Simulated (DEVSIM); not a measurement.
Structure: illuminated Si n-on-p cell, one wavelength, at 300 K.

```
layer (left to right)  material  thickness (μm)  Nd (cm⁻³)  Na (cm⁻³)  τn (s)  τp (s)  absorption coefficient (cm⁻¹)
---------------------  --------  --------------  ---------  ---------  ------  ------  -----------------------------
1                            Si           0.480     2.8e18          -  2.3e-7  1.4e-7                          37000
2                            Si            90.0          -     6.9e15  5.1e-6  5.1e-6                          37000
```

Left contact: ohmic, minority hole recombination velocity 4e5 cm/s. Right contact: ohmic, minority electron recombination velocity 5e6 cm/s. Voltage is applied to the left contact. Recombination: SRH at mid-gap, radiative, Auger. Light enters at the left, 1.1e18 photons cm⁻² s⁻¹, one pass, no reflection. Mobility is μmin + (μ − μmin)/(1 + (N/Nref)^α).

Constants are typed, rounded textbook-type inputs, not results; the design itself was drawn at random and stands for no fabricated device. Values at 300 K.

| parameter | Si |
|---|---|
| gap (eV) | 1.124 |
| affinity (eV) | 4.05 |
| permittivity | 11.7 |
| Nc (cm⁻³) | 2.86e19 |
| Nv (cm⁻³) | 3.1e19 |
| μn (cm²/Vs) | 1417 |
| μp (cm²/Vs) | 470 |
| μn,min | 52 |
| μp,min | 45 |
| Nref,n | 9.7e16 |
| Nref,p | 2.2e17 |
| αn | 0.68 |
| αp | 0.72 |
| B (cm³/s) | 4.7e-15 |
| Cn (cm⁶/s) | 2.8e-31 |
| Cp (cm⁶/s) | 9.9e-32 |

DEVSIM, 1D drift-diffusion, Boltzmann statistics, complete ionisation; no tunnelling, impact ionisation, image-force lowering or self-heating.

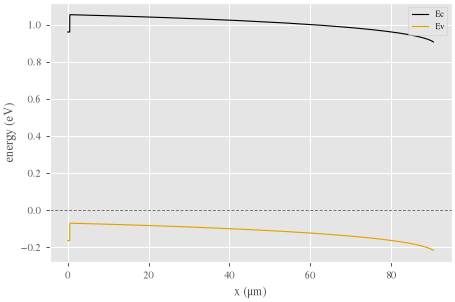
Figure. Band edges at -0.9 V on the left contact, in the dark

Energies count from the Fermi level of the right contact; mesh points crowd at the junctions.

```csv
x (μm),Ec (eV),Ev (eV),n (cm⁻³),p (cm⁻³),field (V/cm)
0.000,0.960,-0.164,2.8e18,2.7e14,-10
0.03320,0.960,-0.164,2.8e18,4.1e14,≈ 0
0.1027,0.960,-0.164,2.8e18,6.9e14,≈ 0
0.2589,0.960,-0.164,2.8e18,1.3e15,≈ 0
0.4179,0.960,-0.164,2.8e18,2.0e15,≈ 0
0.4671,0.960,-0.164,2.8e18,2.2e15,740
0.4936,1.038,-0.086,1.4e17,4.5e16,16000
0.5739,1.053,-0.071,7.5e16,8.2e16,≈ 0
0.7453,1.053,-0.071,7.5e16,8.2e16,≈ 0
1.137,1.053,-0.071,7.5e16,8.2e16,≈ 0
2.128,1.052,-0.072,7.4e16,8.1e16,≈ 0
5.915,1.050,-0.074,7.1e16,7.8e16,≈ 0
13.31,1.046,-0.078,6.5e16,7.2e16,≈ 0
32.01,1.031,-0.093,5.0e16,5.7e16,≈ 0
70.59,0.983,-0.141,2.1e16,2.8e16,-19
82.05,0.954,-0.170,1.1e16,1.8e16,-33
87.06,0.934,-0.190,5.5e15,1.2e16,-53
89.04,0.921,-0.203,2.8e15,9.7e15,-77
90.06,0.912,-0.212,1.0e15,7.9e15,-110
90.32,0.909,-0.215,5.0e14,7.4e15,-130
90.43,0.908,-0.216,2.7e14,7.1e15,-160
90.48,0.907,-0.217,1.5e14,6.9e15,-240
```
